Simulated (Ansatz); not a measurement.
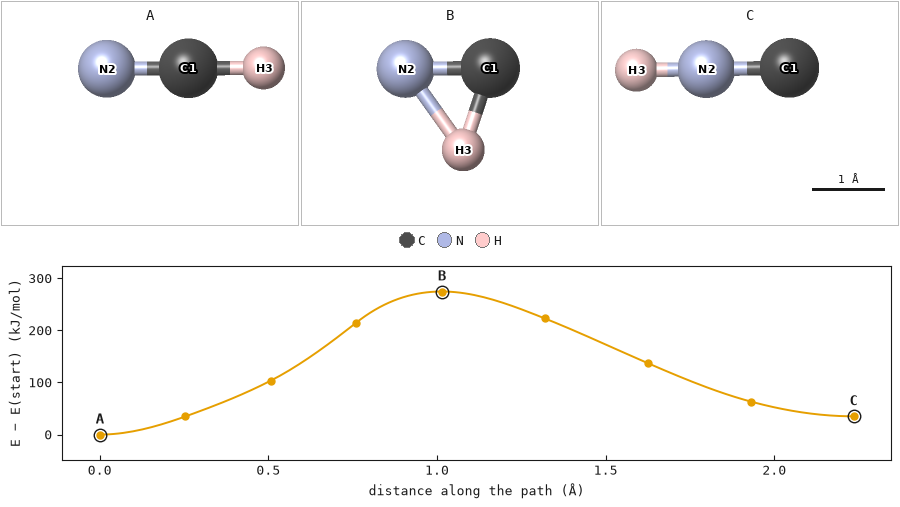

A nudged-elastic-band calculation for CHN. Images are numbered from 0 (start) to 8 (end). Frames A to C are images 0, 4, 8. A ball-and-stick model, seen face on.

All numbers below come from UHF/6-31G in Ansatz.

Input
```yaml
crystal:
  periodic: [false, false, false]
  atoms:
    - { symbol: C, position_ang: [-0.006685, -0.028916, -0.006749] }
    - { symbol: "N", position_ang: [0.250603, 1.055101, 0.253735] }
    - { symbol: H, position_ang: [-0.243917, -1.026185, -0.246996] }
magnetization:
  spin_polarized: true
basis:
  gaussian: { orbitals: "6-31G" }
hamiltonian:
  xc: hf
neb:
  order_check: false
  images: 7
  f_tol: 0.05
  max_iterations: 60
  final_atoms:
    - { symbol: C, position_ang: [0.24890901, 1.04526571, 0.25210177] }
    - { symbol: "N", position_ang: [-0.01401666, -0.05847073, -0.01421222] }
    - { symbol: H, position_ang: [-0.23489135, -0.98679498, -0.23789955] }
  initial_path:
    images:
      - { positions_ang: [[-0.006685, -0.028916, -0.006749], [0.250603, 1.055101, 0.253735], [-0.243917, -1.026185, -0.246996]] }
      - { positions_ang: [[0.10695028, -0.0532872, 0.12355283], [0.17131479, 0.96225366, 0.16614847], [-0.27826407, -0.90896645, -0.2897113]] }
      - { positions_ang: [[0.22058556, -0.07765841, 0.25385466], [0.09202658, 0.86940631, 0.07856193], [-0.31261114, -0.7917479, -0.33242659]] }
      - { positions_ang: [[0.33422084, -0.10202961, 0.38415649], [0.01273837, 0.77655897, -0.0090246], [-0.34695821, -0.67452936, -0.37514189]] }
      - { positions_ang: [[0.44785612, -0.12640082, 0.51445832], [-0.06654984, 0.68371163, -0.09661114], [-0.38130528, -0.55731081, -0.41785718]] }
      - { positions_ang: [[0.39811934, 0.16651582, 0.44886918], [-0.05341654, 0.49816604, -0.07601141], [-0.3447018, -0.66468185, -0.37286777]] }
      - { positions_ang: [[0.34838257, 0.45943245, 0.38328005], [-0.04028325, 0.31262045, -0.05541168], [-0.30809832, -0.77205289, -0.32787837]] }
      - { positions_ang: [[0.29864579, 0.75234908, 0.31769091], [-0.02714996, 0.12707486, -0.03481195], [-0.27149483, -0.87942394, -0.28288896]] }
      - { positions_ang: [[0.24890901, 1.04526571, 0.25210177], [-0.01401666, -0.05847073, -0.01421222], [-0.23489135, -0.98679498, -0.23789955]] }
```

Launched with:
```bash
ansatz run input.yaml --threads 1 --pin off --max-ram 2048MiB --backend cpu --events-out ev --progress --plain --runs-dir out
```

Q: Read off the barrier and say what moves.

A: The highest point, image 4, lies 274.7 kJ/mol above the start and 239.6 kJ/mol above the end; the end is at +35.1 kJ/mol relative to the start. A hydrogen atom shifts from one atom to another. Breaking: C1–H3 (1.05 → 1.21 at the top → 2.15 Å). Forming: N2–H3 (2.20 → 1.40 at the top → 0.98 Å). The band converged in 11 iterations. The largest component of the band force went from 390 to 0.0033 eV/Å. The climbing image converged on the top of the path. Its vibrational analysis gives one imaginary mode (1246i cm⁻¹), as a transition state must have.

Limits of the set-up: Hartree-Fock leaves out electron correlation.

Cost: 36 s on 1 thread of Intel(R) Xeon(R) Processor @ 2.50GHz (Skylake/Cascade Lake), with other jobs on the host, peak memory 0.083 GiB.
